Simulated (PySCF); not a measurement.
**Ta⁶⁸⁺, W⁶⁹⁺, Re⁷⁰⁺: fine-structure interval with spin-orbit coupling**

Wanted: the fine-structure interval of these ions, up a ladder of methods.

Method: two-component X2C-1e, generalised determinants. Code: PySCF 2.14.0.

## 1. Starting point

- Elements: tantalum (Z = 73), tungsten (Z = 74), rhenium (Z = 75)
- Basis: one for each species, given in its step
- Hamiltonian: two-component X2C-1e, Gaussian nucleus, no Breit or QED terms; spin-orbit coupling, run by run: screened by Boettger's factors; bare
- Core shells frozen in the correlated runs: none (for Ta⁶⁸⁺)
- State 1: Ta⁶⁸⁺ 2p J=3/2: [He] 2s2 2p1; 2p3/2 filled at m_j = +3/2
- State 2: W⁶⁹⁺ 2p J=3/2: [He] 2s2 2p1; 2p3/2 filled at m_j = +3/2
- State 3: Re⁷⁰⁺ 2p J=3/2: [He] 2s2 2p1; 2p3/2 filled at m_j = +3/2
- Needed too, but not shown: Ta⁶⁸⁺ [He] 2s2 2p1 (2P), W⁶⁹⁺ [He] 2s2 2p1 (2P), Re⁷⁰⁺ [He] 2s2 2p1 (2P)
- Methods: GHF, GMP2

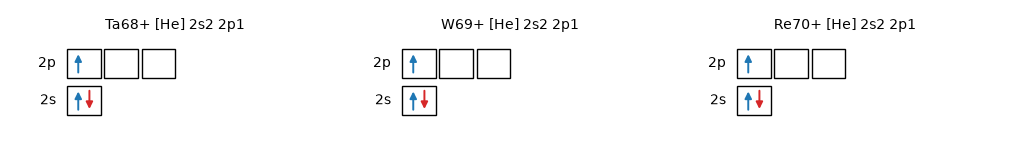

The shells outside the core, filled by Hund's rule for the drawing.

A driver program built on PySCF's X2C-1e integrals ran all steps in one process from the settings above; there is no separate input file.

The integrals over 108 functions and the set-up took 0.43 s of CPU time.

## 2. Ta⁶⁸⁺ 2p J=3/2: the ladder of methods

Basis: an even-tempered Gaussian basis (16 s from 54 bohr⁻², ratio 2.4; 13 p from 70 bohr⁻², ratio 2.4; 5 d from 220 bohr⁻², ratio 2.6; 4 f from 340 bohr⁻², ratio 2.6).

Level: GHF (screened spin-orbit).

Standard output:

```text
cycle= 1 E= -7729.5011985421  delta_E= -7.73e+03  |FDS-SDF|= 0.524
cycle= 2 E= -7729.5144402785  delta_E= -0.0132  |FDS-SDF|= 0.0106
cycle= 3 E= -7729.5144467194  delta_E= -6.44e-06  |FDS-SDF|= 7.47e-05
cycle= 4 E= -7729.5144467197  delta_E= -3.3e-10  |FDS-SDF|= 1.24e-06
```

It used 2.8 s of CPU time after the integrals (shared host).

Occupied spinors:

```csv
spinor shell,electrons,mean energy (eV),weight of the nominal j,rms radius (bohr)
1s1/2,2,-75673.9,1.000,0.0210
2s1/2,2,-18474.9,1.000,0.0819
2p3/2,1,-16880.6,1.000,0.0753
```

M_J = 3/2, ⟨J²⟩ = 3.750, ⟨L²⟩ = 2.000, ⟨S²⟩ = 0.750.

Level: GMP2 (screened spin-orbit).

The driver printed no log here.

It used 0.31 s of CPU time after the integrals (shared host).

With 5 electrons correlated and 28 very high virtual spinors dropped, the MP2 correlation energy is -0.31586 hartree. Largest pairs: 2s1/2-2s1/2 -0.1787, 1s1/2-1s1/2 -0.0617, 2p3/2-2s1/2 -0.0424, 1s1/2-2s1/2 -0.0231, 1s1/2-2p3/2 -0.0100.

At this charge the one-electron X2C treatment keeps the bare 1/r₁₂, with no two-electron picture change or Breit term, which inflates the 1s pair energies well beyond their four-component values.

Level: GHF (bare spin-orbit).

Standard output:

```text
cycle= 1 E= -7729.1161506090  delta_E= -7.73e+03  |FDS-SDF|= 0.523
cycle= 2 E= -7729.1293840513  delta_E= -0.0132  |FDS-SDF|= 0.0105
cycle= 3 E= -7729.1293904821  delta_E= -6.43e-06  |FDS-SDF|= 7.48e-05
cycle= 4 E= -7729.1293904824  delta_E= -3.25e-10  |FDS-SDF|= 1.24e-06
```

It used 2.8 s of CPU time after the integrals (shared host).

Occupied spinors:

```csv
spinor shell,electrons,mean energy (eV),weight of the nominal j,rms radius (bohr)
1s1/2,2,-75674.3,1.000,0.0210
2s1/2,2,-18475.0,1.000,0.0819
2p3/2,1,-16870.2,1.000,0.0754
```

M_J = 3/2, ⟨J²⟩ = 3.750, ⟨L²⟩ = 2.000, ⟨S²⟩ = 0.750.

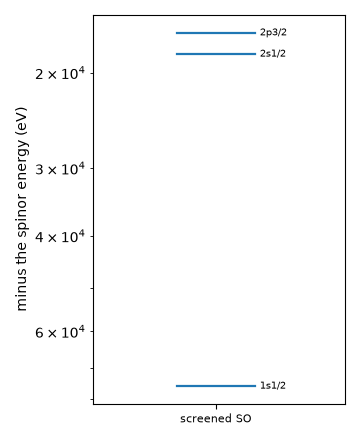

The highest 3 spinor levels of Ta⁶⁸⁺ 2p J=3/2 on a logarithmic scale.

## 3. W⁶⁹⁺ 2p J=3/2: the ladder of methods

Basis: an uncontracted even-tempered set (16 s from 56 bohr⁻², ratio 2.4; 13 p from 72 bohr⁻², ratio 2.4; 5 d from 230 bohr⁻², ratio 2.6; 4 f from 350 bohr⁻², ratio 2.6).

Level: GHF (screened spin-orbit).

Standard output:

```text
cycle= 1 E= -7964.4289437737  delta_E= -7.96e+03  |FDS-SDF|= 0.532
cycle= 2 E= -7964.4422249616  delta_E= -0.0133  |FDS-SDF|= 0.0106
cycle= 3 E= -7964.4422312420  delta_E= -6.28e-06  |FDS-SDF|= 7.46e-05
cycle= 4 E= -7964.4422312424  delta_E= -3.13e-10  |FDS-SDF|= 1.23e-06
```

CPU time 2.8 s on a shared host, the integrals not counted.

Occupied spinors:

```csv
spinor shell,electrons,mean energy (eV),weight of the nominal j,rms radius (bohr)
1s1/2,2,-77988.2,1.000,0.0207
2s1/2,2,-19063.4,1.000,0.0805
2p3/2,1,-17374.9,1.000,0.0742
```

M_J = 3/2, ⟨J²⟩ = 3.750, ⟨L²⟩ = 2.000, ⟨S²⟩ = 0.750.

Level: GMP2 (screened spin-orbit).

The driver printed no log here.

CPU time 0.31 s on a shared host, the integrals not counted.

With 5 electrons correlated and 28 very high virtual spinors dropped, the MP2 correlation energy is -0.31792 hartree. Largest pairs: 2s1/2-2s1/2 -0.1796, 1s1/2-1s1/2 -0.0625, 2p3/2-2s1/2 -0.0425, 1s1/2-2s1/2 -0.0234, 1s1/2-2p3/2 -0.0100.

Level: GHF (bare spin-orbit).

Standard output:

```text
cycle= 1 E= -7964.0274412611  delta_E= -7.96e+03  |FDS-SDF|= 0.532
cycle= 2 E= -7964.0407140948  delta_E= -0.0133  |FDS-SDF|= 0.0106
cycle= 3 E= -7964.0407203651  delta_E= -6.27e-06  |FDS-SDF|= 7.47e-05
cycle= 4 E= -7964.0407203654  delta_E= -3.21e-10  |FDS-SDF|= 1.23e-06
```

CPU time 2.8 s on a shared host, the integrals not counted.

Occupied spinors:

```csv
spinor shell,electrons,mean energy (eV),weight of the nominal j,rms radius (bohr)
1s1/2,2,-77988.6,1.000,0.0207
2s1/2,2,-19063.5,1.000,0.0805
2p3/2,1,-17363.9,1.000,0.0743
```

M_J = 3/2, ⟨J²⟩ = 3.750, ⟨L²⟩ = 2.000, ⟨S²⟩ = 0.750.

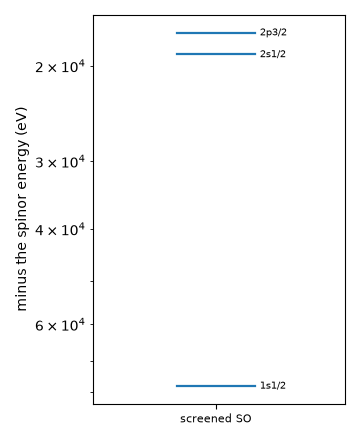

The highest 3 spinor levels of W⁶⁹⁺ 2p J=3/2 on a logarithmic scale.

## 4. Re⁷⁰⁺ 2p J=3/2

Basis: an even-tempered Gaussian basis (16 s from 57 bohr⁻², ratio 2.4; 13 p from 74 bohr⁻², ratio 2.4; 5 d from 240 bohr⁻², ratio 2.6; 4 f from 360 bohr⁻², ratio 2.6).

Level: GHF (screened spin-orbit).

Standard output:

```text
cycle= 1 E= -8203.8541190379  delta_E= -8.2e+03  |FDS-SDF|= 0.541
cycle= 2 E= -8203.8674407665  delta_E= -0.0133  |FDS-SDF|= 0.0106
cycle= 3 E= -8203.8674468929  delta_E= -6.13e-06  |FDS-SDF|= 7.47e-05
cycle= 4 E= -8203.8674468932  delta_E= -2.96e-10  |FDS-SDF|= 1.22e-06
```

CPU time 2.8 s on a shared host, the integrals not counted.

Occupied spinors:

```csv
spinor shell,electrons,mean energy (eV),weight of the nominal j,rms radius (bohr)
1s1/2,2,-80347.2,1.000,0.0203
2s1/2,2,-19664.2,1.000,0.0791
2p3/2,1,-17876.6,1.000,0.0731
```

M_J = 3/2, ⟨J²⟩ = 3.750, ⟨L²⟩ = 2.000, ⟨S²⟩ = 0.750.

Level: GMP2 (screened spin-orbit).

The driver printed no log here.

It used 0.31 s of CPU time after the integrals (shared host).

With 5 electrons correlated and 28 very high virtual spinors dropped, the MP2 correlation energy is -0.32002 hartree. Largest pairs: 2s1/2-2s1/2 -0.1804, 1s1/2-1s1/2 -0.0633, 2p3/2-2s1/2 -0.0425, 1s1/2-2s1/2 -0.0238, 1s1/2-2p3/2 -0.0100.

Level: GHF (bare spin-orbit).

Standard output:

```text
cycle= 1 E= -8203.4356916544  delta_E= -8.2e+03  |FDS-SDF|= 0.54
cycle= 2 E= -8203.4490049731  delta_E= -0.0133  |FDS-SDF|= 0.0106
cycle= 3 E= -8203.4490110895  delta_E= -6.12e-06  |FDS-SDF|= 7.48e-05
cycle= 4 E= -8203.4490110898  delta_E= -2.96e-10  |FDS-SDF|= 1.22e-06
```

It used 2.8 s of CPU time after the integrals (shared host).

Occupied spinors:

```csv
spinor shell,electrons,mean energy (eV),weight of the nominal j,rms radius (bohr)
1s1/2,2,-80347.5,1.000,0.0203
2s1/2,2,-19664.3,1.000,0.0791
2p3/2,1,-17865.2,1.000,0.0732
```

M_J = 3/2, ⟨J²⟩ = 3.750, ⟨L²⟩ = 2.000, ⟨S²⟩ = 0.750.

## 5. The energy differences

Fine-structure interval: Ta⁶⁸⁺ [He] 2s2 2p1 [2p1/2^1, M_J = 1/2] → Ta⁶⁸⁺ [He] 2s2 2p1 [2p3/2^1, M_J = 3/2].

```csv
method,value (eV)
GHF (screened spin-orbit),1388.3
GMP2 (screened spin-orbit),1386.0
GHF (bare spin-orbit),1431.9
```

Fine-structure interval: W⁶⁹⁺ [He] 2s2 2p1 [2p1/2^1, M_J = 1/2] → W⁶⁹⁺ [He] 2s2 2p1 [2p3/2^1, M_J = 3/2].

```csv
method,value (eV)
GHF (screened spin-orbit),1476.9
GMP2 (screened spin-orbit),1474.5
GHF (bare spin-orbit),1522.8
```

Fine-structure interval: Re⁷⁰⁺ [He] 2s2 2p1 [2p1/2^1, M_J = 1/2] → Re⁷⁰⁺ [He] 2s2 2p1 [2p3/2^1, M_J = 3/2].

```csv
method,value (eV)
GHF (screened spin-orbit),1570.1
GMP2 (screened spin-orbit),1567.7
GHF (bare spin-orbit),1618.4
```

The differences also use runs on Ta⁶⁸⁺ [He] 2s2 2p1 (2P), W⁶⁹⁺ [He] 2s2 2p1 (2P), Re⁷⁰⁺ [He] 2s2 2p1 (2P), which are not shown here.

## 6. What came out

```
                                 quantity                                                                   value
fine-structure interval, Ta⁶⁸⁺ → 2p J=3/2  GHF (screened spin-orbit) 1388.3, GMP2 (screened spin-orbit) 1386.0 eV
 fine-structure interval, W⁶⁹⁺ → 2p J=3/2  GHF (screened spin-orbit) 1476.9, GMP2 (screened spin-orbit) 1474.5 eV
fine-structure interval, Re⁷⁰⁺ → 2p J=3/2  GHF (screened spin-orbit) 1570.1, GMP2 (screened spin-orbit) 1567.7 eV
```

In words: For the first difference the methods span 45.898 eV, from GMP2 (screened spin-orbit) (1386.0) to GHF (bare spin-orbit) (1431.9). No reference value is at hand in this session. The basis is finite, and no extrapolation was made.
